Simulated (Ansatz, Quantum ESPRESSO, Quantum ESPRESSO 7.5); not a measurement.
**Screening and band shifts of 1T-IrSeTe, 1 layer**

How does 1T-IrSeTe, 1 layer respond to a gate-like field without added charge?

Program: Quantum ESPRESSO 7.5. Level of theory: plane-wave DFT, LDA, GBRV ultrasoft pseudopotentials (geometry and cross-check by Ansatz 0.2.0 with PAW datasets; geometry under PBE). Results are calculated unless marked as measured.

**1. The structure**

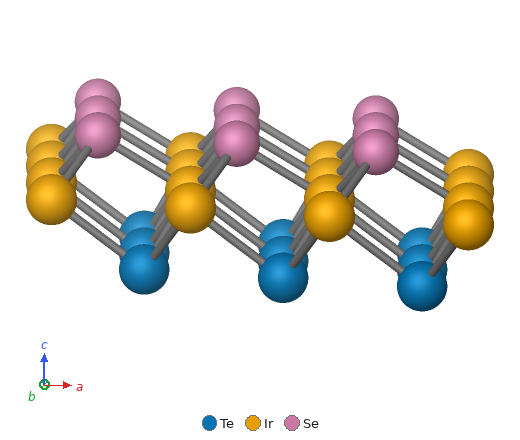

The cell as given, nearly edge on (tellurium blue, iridium orange, selenium pink). 3×3×1 cells are drawn. Some periodic images of atoms are drawn too.

The cell holds 3 atoms: 1 Te, 1 Ir and 1 Se. Cell: a = 3.685 Å, b = 3.685 Å, c = 19.903 Å, α = 90.0°, β = 90.0°, γ = 120.0°. It derives from IrSeTe. Vacuum lies along c.

As a file:

```cif
data_structure
_symmetry_space_group_name_H-M 'P 1'
_symmetry_Int_Tables_number 1
_cell_length_a 3.6853
_cell_length_b 3.6853
_cell_length_c 19.9028
_cell_angle_alpha 90.000
_cell_angle_beta 90.000
_cell_angle_gamma 120.000
_cell_volume 234.10
loop_
_atom_site_label
_atom_site_type_symbol
_atom_site_fract_x
_atom_site_fract_y
_atom_site_fract_z
_atom_site_occupancy
Te1 Te 0.66667 0.33333 0.42707 1
Ir2 Ir 0.00000 0.00000 0.50804 1
Se3 Se 0.33333 0.66667 0.57293 1
```

This sheet is a model structure: its symmetry is held, and its stability is not tested here.

**2. Relaxation with Ansatz**

The geometry comes first, from a plane-wave PAW code, so that the later runs on this slab share one structure.

input.yaml

```yaml
crystal:
  lattice:
    - [3.685307, 0.0, 0.0]
    - [-1.8426535, 3.1915694827, 0.0]
    - [0.0, 0.0, 19.9028290188]
  atoms:
    - { symbol: Te, position: [0.6666666667, 0.3333333333, 0.4270749647] }
    - { symbol: Ir, position: [0.0, 0.0, 0.5080350314] }
    - { symbol: Se, position: [0.3333333333, 0.6666666667, 0.5729250353] }
kpoints:
  mp_grid: { grid: [12, 12, 1] }
hamiltonian:
  xc: pbe
scf:
  occupations: { method: fermi_dirac, width: 0.05 }
  convergence: { dr2_threshold: 1.0e-08 }
efield:
  axis: 3
  dipole_correction: true
  ramp_position: 0.97
  ramp_width: 0.04
relax:
  f_tol: 0.01
  cell: { fix: [c, alpha, beta] }
output:
  write_potential: true
  write_density: true
  volumetric_format: npy
```

Launch:

```sh
$ ansatz run input.yaml --threads 4 --pin off --max-ram 8192MiB --backend cpu --events-out ev --progress --plain --runs-dir out
```

Numbers of over 12 decimals in the logs are rounded to 6 here.

The program printed:

```text
Warning: relax.cell: scf.convergence.dr2_threshold = 1e-8 eV is looser than the 3e-10 eV advised for a relaxation that steers and ends on the stress (1e-10 eV for each atom of the cell: 3). What an SCF threshold leaves in a stress goes as its square root, and in the free energy as the threshold itself, and one threshold admits the most on a small cell: [figures from the program's tests cut] Set scf.convergence.dr2_threshold to 3e-10 eV or tighter. The threshold is an SCF's pass mark: one that does not reach it within its budget of iterations ends unconverged, or closes short of it on a stop that the run arms, and scf.convergence.dr2_threshold's page says what that costs each kind of run
Engine: ansatz 0.2.0, aarch64-unknown-linux-gnu
Pseudopotentials: kind: paw
Pseudopotential: Te, paw, valence charge 16, recommended cutoff 420 eV (normal), Te.paw.azcp
Pseudopotential: Ir, paw, valence charge 17, recommended cutoff 420 eV (normal), Ir.paw.azcp
Pseudopotential: Se, paw, valence charge 16, recommended cutoff 420 eV (normal), Se.paw.azcp
Functional definition: PBE
  parameter kappa = 0.804
  parameter beta = 0.066725
  exchange = pbe_x(kappa = kappa, mu = beta*pi^2/3)
  correlation = pbe_c(beta = beta)
Crystal: 3 atoms, lattice volume = 234.095 Å³
Basis set: ecut = 420 eV, 4591 PW (Γ), exchange–correlation on 50×50×270 points (8 copies of the dense FFT grid, shifted against one another)
Bands: 30, of which v1, the nominal top of the filled ones, is band 25 counted from 1 (24 counted from 0)
Symmetry: 6 space group operations
Space group: P3m1 (ITA 156), of the structure as read, at distance tolerance 6.2e-5 Å
k-points: 19 of 144 (time reversal used)
Non-local potential: Te, projectors of the file, l = 0: 2, l = 1: 2, l = 2: 2, l = 3: 2
Non-local potential: Ir, projectors of the file, l = 0: 3, l = 1: 2, l = 2: 2, l = 3: 1
Non-local potential: Se, projectors of the file, l = 0: 2, l = 1: 2, l = 2: 3, l = 3: 1
PAW form: soft (Blöchl's): semilocal exchange-correlation on the pseudo side does not see the compensation charge
PAW one-centre angular grid: Te, 590 points (default); XC on 64 Gauss nodes
PAW one-centre angular grid: Ir, 590 points (default); XC on 64 Gauss nodes
PAW one-centre angular grid: Se, 590 points (default); XC on 64 Gauss nodes
Initial density: superposition of atomic densities (neutral atoms: chi_scale 0, normalization atom), corrected by the library's trained network
Initial wavefunctions: pseudopotential atomic-orbital guess
Functional: x = pbe(κ = 0.804, μ = 0.219515), c = pbe(β = 0.066725)
SCF iter   1: F=—  HF=-24384.775783 eV  |F-HF|=—  |Δ(HF+E_count)|=         —  Δρ=3.82e-3  dr2=4.35e-2  ethr=1.77e-3  p=-0.043 e·Å  D=-3.35e-2 V/Å  ΔV_dip=0.67 eV  dr2_dipole=2.45e-3  V_vac-E_F(+/−)=5.10/4.43 eV  ⟨swp⟩=8.8  Hψ=2868  notcnv=0
efield: sawtooth ramp at fractional position 0.9700 (set: `efield.ramp_position`, or a place that a band, a saddle search or an elastic batch's reference lends), width 0.0400; the density the first Hamiltonian is built on has a dipole p = -0.043 e·Å; the dipole correction subtracts the counter field D = -3.35e-2 V/Å, which shifts the + side's vacuum level by +0.67 eV against the − side's; the planar-averaged density in the ramp window peaks in size at 6.7e-6 e/Å³
preconditioner: auto → LDOS  [metal: Δε(μ)=0.073 eV  Ē_g=8.671 eV  σ=0.050 eV  W_gap=0.32  n_scr=42 (ndim 8)  ℏωp=11.1 eV  f_vac=0.678  D(μ)=2.59/eV (n_scr^D=8)  β→1.0]
SCF iter   2: F=—  HF=-24384.769096 eV  |F-HF|=—  |Δ(HF+E_count)|=   6.69e-3  Δρ=1.45e-3  dr2=1.22e-2  ethr=8.89e-5  p=-0.015 e·Å  D=-1.14e-2 V/Å  ΔV_dip=0.23 eV  dr2_dipole=1.95e-4  V_vac-E_F(+/−)=5.03/4.81 eV  ⟨swp⟩=3.8  Hψ=1300  notcnv=0  defer=16
SCF iter   3: F=—  HF=-24384.767661 eV  |F-HF|=—  |Δ(HF+E_count)|=   1.44e-3  Δρ=9.80e-4  dr2=3.04e-3  ethr=2.49e-5  p=-0.018 e·Å  D=-1.39e-2 V/Å  ΔV_dip=0.28 eV  dr2_dipole=1.41e-5  V_vac-E_F(+/−)=5.00/4.72 eV  ⟨swp⟩=2.2  Hψ=940  notcnv=0  defer=16
SCF iter   4: F=—  HF=-24384.767069 eV  |F-HF|=—  |Δ(HF+E_count)|=   5.92e-4  Δρ=3.99e-4  dr2=4.13e-4  ethr=6.20e-6  p=-0.017 e·Å  D=-1.31e-2 V/Å  ΔV_dip=0.26 eV  dr2_dipole=4.34e-6  V_vac-E_F(+/−)=4.98/4.72 eV  ⟨swp⟩=2.0  Hψ=902  notcnv=0  defer=16
SCF iter   5: F=—  HF=-24384.767003 eV  |F-HF|=—  |Δ(HF+E_count)|=   6.61e-5  Δρ=1.09e-4  dr2=3.23e-5  ethr=8.43e-7  p=-0.016 e·Å  D=-1.21e-2 V/Å  ΔV_dip=0.24 eV  dr2_dipole=8.94e-7  V_vac-E_F(+/−)=4.98/4.73 eV  ⟨swp⟩=2.5  Hψ=901  notcnv=0  defer=16
SCF iter   6: F=—  HF=-24384.767017 eV  |F-HF|=—  |Δ(HF+E_count)|=   1.43e-5  Δρ=2.32e-5  dr2=1.43e-6  ethr=6.60e-8  p=-0.015 e·Å  D=-1.17e-2 V/Å  ΔV_dip=0.23 eV  dr2_dipole=1.27e-9  V_vac-E_F(+/−)=4.97/4.74 eV  ⟨swp⟩=2.0  Hψ=721  notcnv=0  defer=16
SCF iter   7: F=—  HF=-24384.767082 eV  |F-HF|=—  |Δ(HF+E_count)|=   6.50e-5  Δρ=3.57e-6  dr2=4.43e-8  ethr=2.92e-9  p=-0.015 e·Å  D=-1.17e-2 V/Å  ΔV_dip=0.23 eV  dr2_dipole=8.94e-11  V_vac-E_F(+/−)=4.97/4.74 eV  ⟨swp⟩=2.1  Hψ=770  notcnv=0  defer=16
SCF iter   8: F=-24384.767082 eV  HF=-24384.767082 eV  |F-HF|=9.13e-9  |Δ(HF+E_count)|=   2.34e-8  Δρ=1.11e-6  dr2=6.94e-9  ethr=2.04e-11  p=-0.015 e·Å  D=-1.17e-2 V/Å  ΔV_dip=0.23 eV  dr2_dipole=9.88e-10  V_vac-E_F(+/−)=4.97/4.74 eV  ⟨swp⟩=10.1  Hψ=3760  notcnv=0
SCF 1 converged in 8 iterations: F = -24384.767082 eV  dr2 = 6.94e-9
  greatest PAW one-centre occupation: 1.000 electrons in one spin orbital (limit 2), on the Ir atom at site 1 (counted from 0), in its partial waves of l = 0
relax step   1: F+E_penalty+E_count = -24384.76708193 eV  Δ(F+E_penalty+E_count) = +0.000e0 eV  max|allowed force component| = 3.992e-1 eV/Å  Δτ_max = 0.0000 Å  P = +0.699 GPa  Ω = 234.095 Å³  fix = [c, alpha, beta]  reactions: c +0.146 GPa  (8 SCF iters, accepted)
Crystal: 3 atoms, lattice volume = 245.824 Å³
Basis set: ecut = 420 eV, 4831 PW (Γ), exchange–correlation on 50×50×270 points (8 copies of the dense FFT grid, shifted against one another)
Initial density: handed on by an earlier stage of this run
Initial wavefunctions: those handed on with the density
iter 1 solved again at ethr=4.82e-5 eV; its pass at ethr=3.10e-3 eV (dr2=2.36e-2 eV) is discarded
SCF iter   1: F=—  HF=-24384.800839 eV  |F-HF|=—  |Δ(HF+E_count)|=         —  Δρ=4.01e-3  dr2=2.33e-2  ethr=4.82e-5  p=-0.016 e·Å  D=-1.17e-2 V/Å  ΔV_dip=0.23 eV  dr2_dipole=1.82e-4  V_vac-E_F(+/−)=4.95/4.71 eV  ⟨swp⟩=2.0  Hψ=3261  notcnv=0
[...]
relax step   5: F+E_penalty+E_count = -24384.81106135 eV  Δ(F+E_penalty+E_count) = -8.202e-4 eV  max|allowed force component| = 4.082e-3 eV/Å  Δτ_max = 0.0097 Å  P = +0.009 GPa  Ω = 249.472 Å³  energy of the carried Pulay correction = -9.119e-4 eV  fix = [c, alpha, beta]  reactions: c +0.007 GPa  (7 SCF iters, accepted)
Basis set: ecut = 420 eV, 4879 PW (Γ), exchange–correlation on 54×54×270 points (8 copies of the dense FFT grid, shifted against one another)
Initial wavefunctions: pseudopotential atomic-orbital guess (no wavefunctions were taken with the density)
iter 1 solved again at ethr=1.13e-6 eV; its pass at ethr=3.10e-3 eV (dr2=5.51e-4 eV) is discarded
SCF iter   1: F=—  HF=-24384.801395 eV  |F-HF|=—  |Δ(HF+E_count)|=         —  Δρ=3.64e-4  dr2=1.04e-5  ethr=1.13e-6  p=-0.013 e·Å  D=-9.52e-3 V/Å  ΔV_dip=0.19 eV  dr2_dipole=3.89e-8  V_vac-E_F(+/−)=5.01/4.82 eV  ⟨swp⟩=3.5  Hψ=4211  notcnv=0
efield: sawtooth ramp at fractional position 0.9700 (set: `efield.ramp_position`, or a place that a band, a saddle search or an elastic batch's reference lends), width 0.0400; the density the first Hamiltonian is built on has a dipole p = -0.013 e·Å; the dipole correction subtracts the counter field D = -9.52e-3 V/Å, which shifts the + side's vacuum level by +0.19 eV against the − side's; the planar-averaged density in the ramp window peaks in size at 9.9e-6 e/Å³
preconditioner: auto → LDOS  [metal: Δε(μ)=0.117 eV  Ē_g=8.510 eV  σ=0.050 eV  W_gap=0.43  n_scr=42 (ndim 8)  ℏωp=10.8 eV  f_vac=0.686  D(μ)=3.31/eV (n_scr^D=8)  β→1.0]
SCF iter   2: F=—  HF=-24384.811774 eV  |F-HF|=—  |Δ(HF+E_count)|=   1.04e-2  Δρ=1.57e-5  dr2=2.46e-6  ethr=2.11e-8  p=-0.013 e·Å  D=-9.48e-3 V/Å  ΔV_dip=0.19 eV  dr2_dipole=1.33e-10  V_vac-E_F(+/−)=5.02/4.83 eV  ⟨swp⟩=4.1  Hψ=1666  notcnv=0  defer=4
SCF iter   3: F=—  HF=-24384.811814 eV  |F-HF|=—  |Δ(HF+E_count)|=   3.97e-5  Δρ=8.28e-6  dr2=2.85e-7  ethr=5.02e-9  p=-0.013 e·Å  D=-9.55e-3 V/Å  ΔV_dip=0.19 eV  dr2_dipole=2.49e-8  V_vac-E_F(+/−)=5.02/4.83 eV  ⟨swp⟩=3.0  Hψ=1072  notcnv=0  defer=4
SCF iter   4: F=—  HF=-24384.811831 eV  |F-HF|=—  |Δ(HF+E_count)|=   1.72e-5  Δρ=3.24e-6  dr2=4.77e-8  ethr=5.83e-10  p=-0.013 e·Å  D=-9.54e-3 V/Å  ΔV_dip=0.19 eV  dr2_dipole=3.52e-9  V_vac-E_F(+/−)=5.01/4.82 eV  ⟨swp⟩=2.3  Hψ=975  notcnv=0  defer=4
iter 5 met the thresholds in force, and the SCF goes on: an eigenvalue changes by 5.43 meV, over its tolerance of 3.16 meV (output.eigenvalues, Limitations)
SCF iter   5: F=-24384.811831 eV  HF=-24384.811831 eV  |F-HF|=2.95e-7  |Δ(HF+E_count)|=   1.19e-8  Δρ=8.83e-7  dr2=4.03e-9  ethr=2.04e-11  p=-0.013 e·Å  D=-9.52e-3 V/Å  ΔV_dip=0.19 eV  dr2_dipole=1.23e-9  V_vac-E_F(+/−)=5.01/4.82 eV  ⟨swp⟩=14.6  Hψ=4365  notcnv=0
SCF iter   6: F=-24384.811831 eV  HF=-24384.811831 eV  |F-HF|=3.83e-8  |Δ(HF+E_count)|=   2.61e-7  Δρ=3.16e-7  dr2=4.85e-10  ethr=8.22e-12  p=-0.013 e·Å  D=-9.52e-3 V/Å  ΔV_dip=0.19 eV  dr2_dipole=8.02e-11  V_vac-E_F(+/−)=5.01/4.82 eV  ⟨swp⟩=8.2  Hψ=3671  notcnv=0
SCF 6 converged in 6 iterations: F = -24384.811831 eV  dr2 = 4.85e-10
relax step   6: F+E_penalty+E_count = -24384.81183115 eV  Δ(F+E_penalty+E_count) = -7.698e-4 eV  max|allowed force component| = 3.965e-3 eV/Å  Δτ_max = 0.0000 Å  P = +0.007 GPa  Ω = 249.472 Å³  fix = [c, alpha, beta]  reactions: c +0.005 GPa  stress off target by 7.48e-3 GPa on what of the cell is left free  SCF on the basis re-selected at this cell (its energy is not comparable with the rows above)  (6 SCF iters)
basis re-selected at this cell: Δ(F+E_penalty+E_count) = -7.698e-4 eV, ΔP = -0.002 GPa vs the last step (what re-selecting the basis moved, of the pressure what is left beyond the Pulay correction that the steps carried, after the strain that the cell walked since its last selection, with what the two solves' SCF thresholds leave and, on support functions, any second-order correction that the steps lacked; it is no measure of the basis error at this ecutwfc). The dense FFT grid was sized anew with the basis: this SCF ran on 27×27×135 points, the steps before it on 25×25×135, so part of this shift can come from that change (see relax.cell in the input reference). [rest of the remark cut]
WARN: The input density's exchange-correlation potential varies sharply where the density is thin. Do not read a vacuum level from v_tot or v_xc, or from such a field of the output density. On a cell that repeats whose density bears no net charge and no dipole along the vacuum's axis use v_es (v_loc + v_h of the components); under efield.dipole_correction with no amplitude use v_es + v_field, which holds any external [...]
SCF converged after 6 iterations
an eigenvalue changed by more than its tolerance at an iteration that met the thresholds in force, so the SCF went on 1 time: the last check found none over its tolerance
Free energy (F): -24384.811831 eV
Harris-Foulkes:  -24384.811831 eV  (|F-HF|=3.83e-8)
Internal energy: -24384.785735 eV  (E = F + TS)
E sigma→0 (E₀):  -24384.798783 eV
Entropy (-TS):   -0.026096 eV (-8.699 meV/atom)
Fermi energy:    -0.121119 eV
Dipole field:    D = -0.009505 V/Å  (p = -0.013104 e·Å, saw-weighted, corrected)
Work function:   Φ+ = 5.0134 eV   Φ− = 4.8242 eV
Levels:          The Fermi level and band energies are counted from a zero that moves with the ramp; work functions are not
--- Per-component energies (eV) ---
  E_band       = -1428.315780
  E_kinetic    = 922.114034
  E_local      = -40872.509123  (includes V_loc(G=0)·N_el)
  E_nonlocal   = -830.829649
  E_hartree    = 20124.976264
  E_xc         = -495.351351
  E_vxc        = -500.887255  (∫ρ·V_xc dr)
  E_paw        = -15799.077152  (= ΣΔE_a)
  E_vpaw       = -396.272725  (= ΣTr[D̂ρ^β])
  E_aug_tail   = -0.000715  (compensation charges beyond the density's cutoff)
  E_efield     = 0.000062  (sawtooth field / dipole correction)
  E_vefield    = 0.118809  (∫n·V_field dr)
  E_ewald      = 12565.891895
  E_smearing   = -0.026096  (= −TS)
  E_closure    = -0.000000  (closes the sum)
  Σ components = -24384.811831   (vs F -24384.811831, Δ=0.00e0)
--- Forces (eV/Å), atoms counted from 1 ---
  atom   1  Te     0.00000000    -0.00000000    -0.00396668
  atom   2  Ir    -0.00000000    -0.00000000     0.00277817
  atom   3  Se    -0.00000000     0.00000000     0.00118282
  max |Σ_I F_I| component: 5.69e-6 eV/Å
--- Stress (GPa, compression-positive) ---
        0.007481      -0.000000      -0.000000
       -0.000000       0.007481       0.000000
       -0.000000       0.000000       0.004770
  P = ⅓ Tr σ = 0.0066 GPa (0.066 kbar)
--- Band table (eV; the first three rows and the last of 19) ---
  k-point 0: bands = [... 21 lower, -1.6409, -0.4859, -0.0496, -0.0496, 3.1718, 3.1718, 3.6717, 4.4997, ... 1 higher]
  k-point 1: bands = [... 21 lower, -1.6307, -0.7621, -0.0132, 0.0964, 2.5649, 3.0205, 3.9277, 4.6120, ... 1 higher]
  k-point 2: bands = [... 21 lower, -1.7819, -0.8298, -0.0178, 0.1565, 1.7014, 2.7531, 4.3780, 4.8831, ... 1 higher]
  k-point 18: bands = [... 21 lower, -2.9902, -1.7403, -0.9316, -0.4547, 1.1340, 2.4099, 5.0207, 6.8553, ... 1 higher]
--- Relaxed structure (5 steps of the walk, 5 accepted, 1 SCFs on fresh bases) ---
  F+E_penalty+E_count = -24384.81183115 eV   max|allowed force component| = 3.965e-3 eV/Å   (the final SCF, on the basis selected at the relaxed cell)
  cell:  # Å, volume = 249.4721 Å³
    - [3.804418, 8.8160097830515e-18, 0]
    - [-1.902209, 3.294723, 0]
    - [0, 0, 19.9028290188]
  atoms:
    - { symbol: Te, position: [0.666667, 0.333333, 0.430841] }
    - { symbol: Ir, position: [-3.103926320372197e-19, 0, 0.508812] }
    - { symbol: Se, position: [0.333333, 0.666667, 0.568383] }
```

Run time: 20 s. Hardware: 4 threads of Arm Neoverse V1, shared host; peak memory 0.63 GiB; 74 s of CPU time.

Step by step:

| step | energy less that of the first step (eV) | largest force component (eV/Å) | pressure (GPa) | volume (Å³) |
| --- | --- | --- | --- | --- |
| 1 | 0.0000 | 0.3992 | 0.70 | 234.10 |
| 2 | -0.0308 | 0.3743 | -0.42 | 245.82 |
| 3 | -0.0413 | 0.1840 | 0.18 | 247.42 |
| 4 | -0.0432 | 0.1021 | 0.09 | 248.05 |
| 5 | -0.0440 | 0.0041 | 0.01 | 249.47 |
| 6* | -0.0447 | 0.0040 | 0.01 | 249.47 |

Relaxation steps marked * repeat the geometry before them on a plane-wave basis chosen anew for their cell, so energy and pressure can jump there.

Forces are held to the 6 operations that the run works with; a distortion that breaks them can't arise in this run.

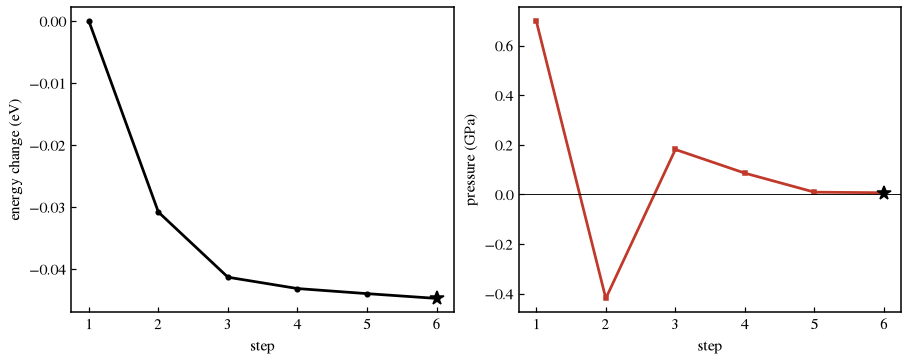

Energy and pressure along the relaxation. Stars mark steps on a basis chosen anew.

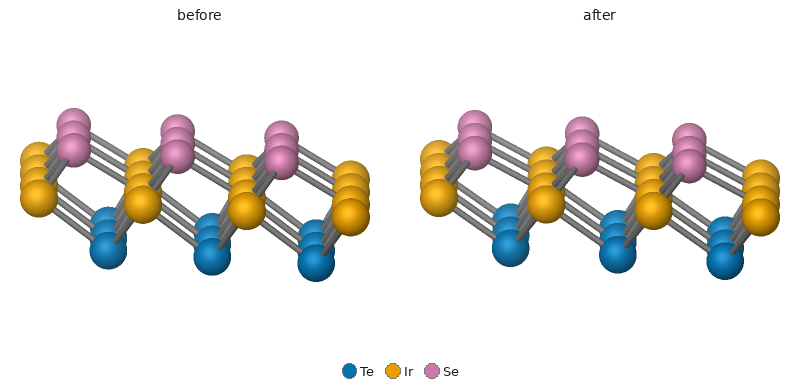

Before and after, at one scale.

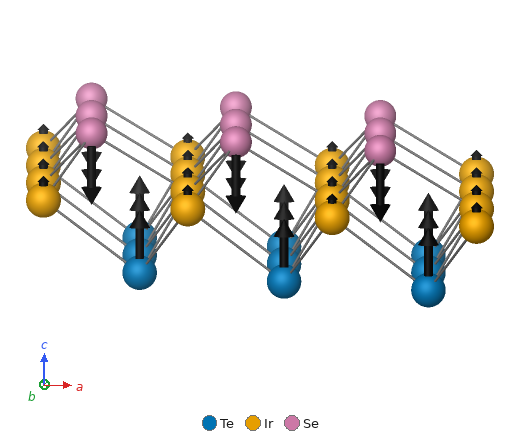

Displacements in the relaxation, exaggerated, measured against the changing cell; the longest in the cell stands for 0.09 Å. 3×3×1 cells are drawn. Some periodic images of atoms are drawn too.

| cell as run | before | after | change |
| --- | --- | --- | --- |
| a (Å) | 3.685 | 3.804 | +3.2 % |
| b (Å) | 3.685 | 3.804 | +3.2 % |

The atoms that moved most (Å, along periodic axes as changes of fractional coordinates times the final cell, across vacuum about the mean position):

| atom | dx | dy | dz | length |
| --- | --- | --- | --- | --- |
| Se3 | 0.000 | 0.000 | -0.090 | 0.090 |
| Te1 | 0.000 | 0.000 | 0.075 | 0.075 |
| Ir2 | 0.000 | 0.000 | 0.015 | 0.015 |

Final coordinates:

```xyz
3
Lattice="3.8044 0.0000 0.0000 -1.9022 3.2947 0.0000 0.0000 0.0000 19.9028" Properties=species:S:1:pos:R:3
Te    1.9022    1.0982    8.5749
Ir    0.0000    0.0000   10.1268
Se    0.0000    2.1965   11.3124
```

This step gave:

* free energy: -24384.8118 eV
* energy at zero smearing: -24384.7988 eV
* smearing term TS: 0.02610 eV
* Fermi energy: -0.1211 eV
* symmetry operations: 6
* work function of the upper face: 5.013 eV
* work function of the lower face: 4.824 eV
* dipole along the normal: -0.01310 e·Å

(Continued in part 2 of 6.)

[Logs are printed without paths, hosts, clocks, repeated set-up lines and the standing remarks that a program may print on its own settings, such as how far it seeks lower states.]

[Hosts, paths, dates, database ids (printed as entryN), source tags and the programs' standing remarks are cut or masked in the printed files.]

[Maps of the electrostatic potential energy from Ansatz leave out the sawtooth potential of an applied field or a dipole correction, so their vacuum need not be flat; planar profiles and work functions include it.]
